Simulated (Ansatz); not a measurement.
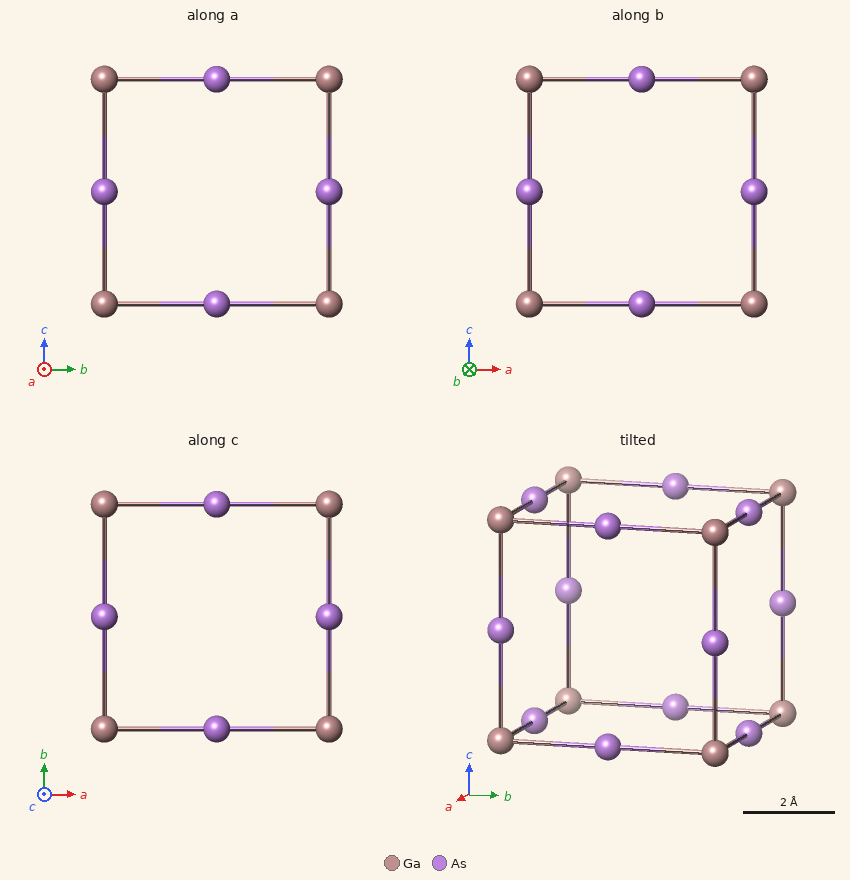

Shown here is a ball-and-stick view of the crystal, taken along the a axis, along the b axis, along the c axis and slightly off an axis. One conventional unit cell is framed, with atoms on its boundary repeated.

Lattice parameters: a = 4.978 Å, b = 4.978 Å, c = 4.978 Å, α = 90.00°, β = 90.00°, γ = 90.00°. Put a along x and b in the xy plane.

**Express the structure as a POSCAR file.**

```
Ga As
1.0
     4.978    0.000    0.000
     0.000    4.978    0.000
     0.000    0.000    4.978
Ga As
1 3
Direct
  0.0000 0.0000 0.0000
  0.5000 0.0000 0.0000
  0.0000 0.5000 0.0000
  0.0000 0.0000 0.5000
```

Origin of the cell: a random cell made by a generator, so it need not be a real form of the compound. The final geometry of a relaxation with Ansatz 0.2.0, DFT PBE, scalar-relativistic, plane waves, PAW is shown.
